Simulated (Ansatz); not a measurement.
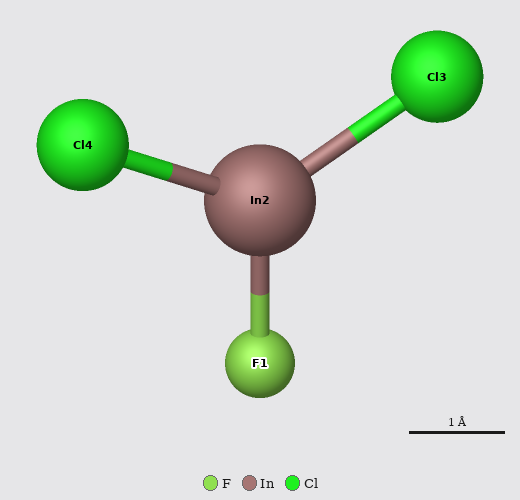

*The structure as given in the input (ball-and-stick view, seen at a tilt; atoms are numbered from 1 in the order of the input). Sticks mark near contacts.*

Bond lengths as drawn: Cl–In 2.29 Å and F–In 1.93 Å.

Geometry relaxation, with input and output: InCl₂F

InCl₂F, computed with HF/STO-3G, RHF (Ansatz 0.2.0).

The geometry comes from this level: PBE0-D4/def2-TZVP. Figures and captions count atoms from 1; the log counts them from 0 in places.

Output:
```
The last accepted step is kept in runs//last_step.txt (removed where the run ends without a failure and the disk answers)
Functional definition: HF
  name "HF"
  exchange = exact_x
  correlation = 0
672 factors; integrals over basis functions are off by at most 1.2e-5 eV
mean field evaluation 1: about -182048.5913 eV, gradient 2.1e1 eV
mean field evaluation 2: about -182048.6198 eV, gradient 2.1e1 eV
mean field evaluation 4: about -182051.3018 eV, gradient 1.4e0 eV
mean field evaluation 8: about -182051.3140 eV, gradient 3.4e-4 eV
mean field -182051.31401517 eV, -6690.2623912448 hartree, gradient 5.3e-6 eV, S^2 0.000000; 0 other end points of the search recorded, 0 dependent functions left out
the calculation of the forces begins
reference -182051.31401517 eV, -6690.2623912448 hartree; 46, 46 occupied and 4, 4 virtual orbitals, 672 factors
relax step   1: F+E_penalty+E_count = -182051.31401517 eV  Δ(F+E_penalty+E_count) = +0.000e0 eV  max|allowed force component| = 1.370e0 eV/Å  Δτ_max = 0.0000 Å  (25 SCF iters, accepted)
these checks for a lower state are left out or cut short: starts, cluster_reference, orbital_swaps, neighbouring_geometries, increment
672 factors; integrals over basis functions are off by at most 1.3e-5 eV
mean field evaluation 16: about -182051.3964 eV, gradient 2.6e-4 eV
mean field -182051.39635803 eV, -6690.2654172890 hartree, gradient 2.0e-5 eV, S^2 0.000000; 0 other end points of the search recorded, 0 dependent functions left out
the calculation of the forces begins
reference -182051.39635803 eV, -6690.2654172890 hartree; 46, 46 occupied and 4, 4 virtual orbitals, 672 factors
relax step   2: F+E_penalty+E_count = -182051.39635803 eV  Δ(F+E_penalty+E_count) = -8.234e-2 eV  max|allowed force component| = 4.392e-1 eV/Å  Δτ_max = 0.0731 Å  (23 SCF iters, accepted)
these checks for a lower state are left out or cut short: starts, cluster_reference, orbital_swaps, neighbouring_geometries, increment
672 factors; integrals over basis functions are off by at most 1.3e-5 eV
mean field -182051.40064871 eV, -6690.2655749688 hartree, gradient 4.6e-6 eV, S^2 0.000000; 0 other end points of the search recorded, 0 dependent functions left out
the calculation of the forces begins
reference -182051.40064871 eV, -6690.2655749688 hartree; 46, 46 occupied and 4, 4 virtual orbitals, 672 factors
relax step   3: F+E_penalty+E_count = -182051.40064871 eV  Δ(F+E_penalty+E_count) = -4.291e-3 eV  max|allowed force component| = 4.356e-2 eV/Å  Δτ_max = 0.0129 Å  (25 SCF iters, accepted)
these checks for a lower state are left out or cut short: starts, cluster_reference, orbital_swaps, neighbouring_geometries, increment
672 factors; integrals over basis functions are off by at most 1.3e-5 eV
mean field evaluation 32: about -182051.4008 eV, gradient 4.7e-6 eV
mean field -182051.40076773 eV, -6690.2655793427 hartree, gradient 4.7e-6 eV, S^2 0.000000; 0 other end points of the search recorded, 0 dependent functions left out
the calculation of the forces begins
reference -182051.40076773 eV, -6690.2655793427 hartree; 46, 46 occupied and 4, 4 virtual orbitals, 672 factors
relax step   4: F+E_penalty+E_count = -182051.40076773 eV  Δ(F+E_penalty+E_count) = -1.190e-4 eV  max|allowed force component| = 6.010e-3 eV/Å  Δτ_max = 0.0041 Å  (25 SCF iters, accepted)
these checks for a lower state are left out or cut short: starts, cluster_reference, orbital_swaps, neighbouring_geometries, increment
672 factors; integrals over basis functions are off by at most 1.3e-5 eV
mean field -182051.40076983 eV, -6690.2655794199 hartree, gradient 4.7e-6 eV, S^2 0.000000; 0 other end points of the search recorded, 0 dependent functions left out
the calculation of the forces begins
reference -182051.40076983 eV, -6690.2655794199 hartree; 46, 46 occupied and 4, 4 virtual orbitals, 672 factors
relax step   5: F+E_penalty+E_count = -182051.40076983 eV  Δ(F+E_penalty+E_count) = -2.099e-6 eV  max|allowed force component| = 1.537e-4 eV/Å  Δτ_max = 0.0004 Å  (26 SCF iters, accepted)
```

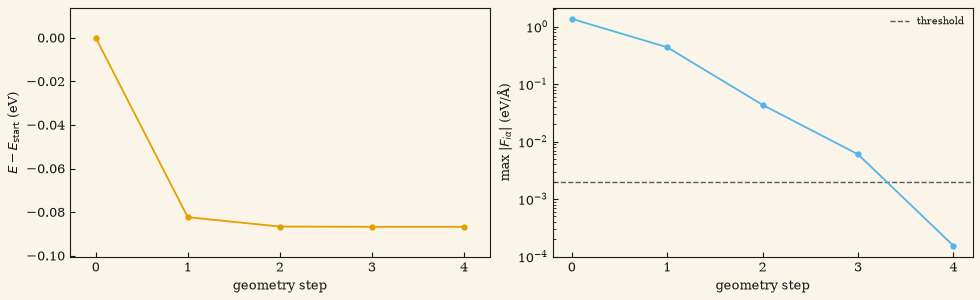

*Progress of the relaxation, step by step (the first geometry is step 0 here and step 1 in the log).*

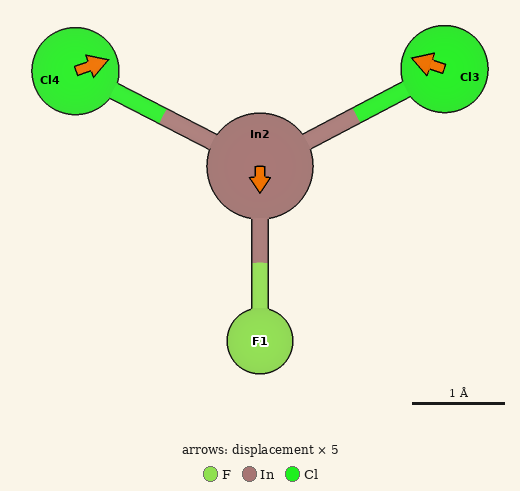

*The starting structure with the displacements as orange arrows, magnified 5 times (ball-and-stick view, seen on its broad side). The two geometries are laid on each other by the best rigid fit.*

The largest moves after the best rigid fit, 0.079 Å, are those of Cl3 and Cl4. Largest moves by element: Cl 0.079 Å, In 0.062 Å, F 0.011 Å. Distances before and after: F1–In2 1.926 → 1.854 Å, In2–Cl3 2.285 → 2.262 Å. Among the angles that change: Cl3–In2–Cl4 124.8° → 119.1°, F1–In2–Cl3 117.6° → 120.4°. Over 4 geometry steps the energy falls by 0.087 eV. Largest force component: 1.4 eV/Å at the start, 0.00015 eV/Å at the end. (Atoms are counted from 1 in the order of the input.)

```
672 factors; integrals over basis functions are off by at most 1.3e-5 eV
mean field -182051.40076983 eV, -6690.2655794199 hartree, gradient 4.7e-6 eV, S^2 0.000000; 1 other end points of the search recorded, 0 dependent functions left out
the calculation of the forces begins
reference -182051.40076983 eV, -6690.2655794199 hartree; 46, 46 occupied and 4, 4 virtual orbitals, 672 factors
Total energy: -182051.40076983 eV, -6690.2655794199 hartree
Atom 0 at     0.229698     0.986528     1.669619 Å, force    -0.000020    -0.000092    -0.000154 eV/Å
Atom 1 at     0.025941     0.040921     0.088551 Å, force     0.000014     0.000062     0.000105 eV/Å
Atom 2 at     1.149375    -1.894481    -0.242483 Å, force    -0.000031     0.000052     0.000007 eV/Å
Atom 3 at    -1.349514     0.806732    -1.535987 Å, force     0.000036    -0.000021     0.000041 eV/Å
Dipole moment:     0.044998     0.208828     0.349164 e Å
```

Trajectory as extended XYZ (Å, eV, eV/Å), 5 frames, from step=1 to step=5:
```
4
Properties=species:S:1:pos:R:3:forces:R:3 step=1 energy=-182051.31402
F     0.2309    0.9921    1.6789   -0.1766  -0.8195  -1.3700
In    0.0191    0.0092    0.0356    0.1491   0.6941   1.1591
Cl    1.2002   -1.9333   -0.1958   -0.3000   0.4018  -0.0571
Cl   -1.3947    0.8717   -1.5390    0.3275  -0.2764   0.2680
4
Properties=species:S:1:pos:R:3:forces:R:3 step=2 energy=-182051.39636
F     0.2294    0.9851    1.6672   -0.0351  -0.1628  -0.2721
In    0.0241    0.0323    0.0742    0.0567   0.2626   0.4392
Cl    1.1527   -1.8919   -0.2330    0.0720  -0.1394  -0.0406
Cl   -1.3507    0.8142   -1.5288   -0.0936   0.0396  -0.1264
4
Properties=species:S:1:pos:R:3:forces:R:3 step=3 energy=-182051.40065
F     0.2293    0.9848    1.6667   -0.0008  -0.0035  -0.0059
In    0.0255    0.0389    0.0852    0.0056   0.0260   0.0436
Cl    1.1512   -1.8941   -0.2386    0.0118  -0.0266  -0.0115
Cl   -1.3505    0.8101   -1.5336   -0.0166   0.0041  -0.0262
4
Properties=species:S:1:pos:R:3:forces:R:3 step=4 energy=-182051.40077
F     0.2297    0.9863    1.6693    0.0008   0.0036   0.0060
In    0.0259    0.0408    0.0884   -0.0002  -0.0009  -0.0016
Cl    1.1494   -1.8943   -0.2423    0.0022  -0.0040  -0.0010
Cl   -1.3494    0.8068   -1.5357   -0.0027   0.0013  -0.0035
4
Properties=species:S:1:pos:R:3:forces:R:3 step=5 energy=-182051.40077
F     0.2297    0.9865    1.6696    0.0000  -0.0001  -0.0002
In    0.0259    0.0409    0.0886    0.0000   0.0001   0.0001
Cl    1.1494   -1.8945   -0.2425    0.0000   0.0001   0.0000
Cl   -1.3495    0.8067   -1.5360    0.0000   0.0000   0.0000
```

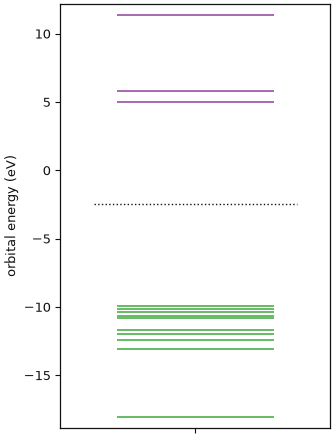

*Orbital energies near the frontier; the dotted line parts filled from empty levels, and levels within 0.02 eV of each other stand side by side.*

Highest filled −9.96 eV, lowest empty 4.99 eV, 14.95 eV apart.

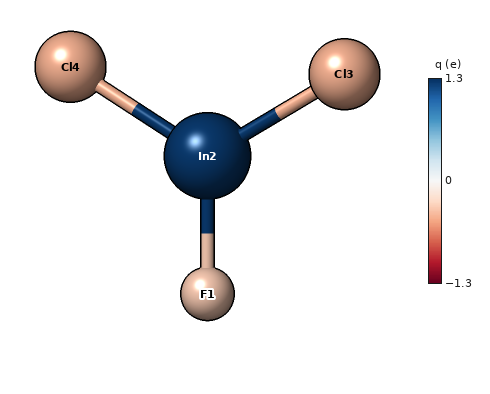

*Mulliken charges, as the colour of each atom (ball-and-stick view, seen at a tilt; atoms are numbered from 1 in the order of the input; Mulliken charges depend strongly on the basis).*

By element: F −0.33, In +1.24 and Cl −0.46 e.

This output came from the following input.

The input:
```yaml
crystal:
  periodic: [false, false, false]
  atoms:
    - {symbol: F, position_ang: [0.230900, 0.992100, 1.678900]}
    - {symbol: In, position_ang: [0.019100, 0.009200, 0.035600]}
    - {symbol: Cl, position_ang: [1.200200, -1.933300, -0.195800]}
    - {symbol: Cl, position_ang: [-1.394700, 0.871700, -1.539000]}
basis:
  gaussian:
    orbitals: STO-3G
output:
  orbitals: {seedname: orbitals}
relax:
  f_tol: 0.002
hamiltonian:
  xc: hf
```

Command:
```bash
ansatz run run.yaml --threads 1 --pin off --max-ram 3480MiB --events-out events.jsonl --progress --plain --runs-dir runs
```

Summary:

```csv
quantity,value
outcome,converged
total energy,−6690.265579 hartree
basis functions,50
largest force,0.000 eV/Å
SCF solution under orbital rotations,stable
HOMO,−9.96 eV
LUMO,4.99 eV
dipole moment,1.97 D
hardware,"1 thread of Arm Neoverse V2, 112 GiB of memory available, shared host"
wall time,7.8 s
peak memory,0.13 GiB
```
